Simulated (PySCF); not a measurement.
System: C4H2N2O (SMILES N#Cc1ccno1).

The calculation's input:

```
{"job": {"kind": "nmr", "xc": "PBE0", "basis": "pcSseg-1", "pop": false}, "charge": 0, "multiplicity": 1}
N      3.163100    -0.217300     0.348400
C      2.059600     0.010100     0.139900
C      0.654500     0.122700     0.066000
C     -0.164800     0.273500    -1.019400
C     -1.527800     0.629700    -0.456300
N     -1.383800     0.723800     0.823100
O     -0.050300     0.469600     1.157100
H     -0.110900     0.231900    -2.138500
H     -2.221300     0.966000    -1.132800
```

Launched as:

```sh
OMP_NUM_THREADS=1 python probes_run.py task.json out
```

Geometry: GFN2-xTB, MD frame at 250 fs, 600 K.

Theory: PBE0/pcSseg-1, SCF density, gas phase, non-relativistic in PySCF 2.14.0.

### Predict the electron density and electron localisation function between the atoms.

C–N (1.15 Å): the density is about 3.6 e/Å³ at the midpoint; the ELF peaks at about 0.85 between the atoms; a short, multiple covalent bond.
C–O (1.34 Å): ρ at the midpoint is about 2.4 e/Å³, with its minimum of 2.1 e/Å³ about 0.5 Å from C; the ELF peaks at about 0.90 between the atoms, as expected for a polar covalent bond.
C–C (1.37 Å): ρ is about 2.2 e/Å³ halfway; the ELF peaks at about 0.95 between the atoms (localised, covalent bonding).
N–O (1.40 Å): ρ at the midpoint is about 2.2 e/Å³; the ELF peaks at about 0.85 between the atoms; a covalent bond.

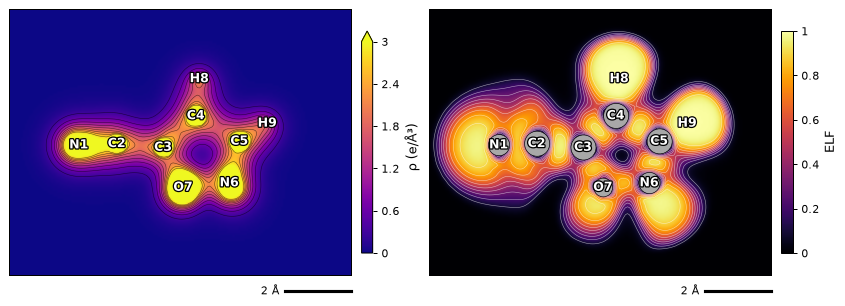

Computed electron density and electron localisation function on the plane of atoms C4, C5 and N6, in this order. Grey discs cover the atomic cores in the ELF map. 
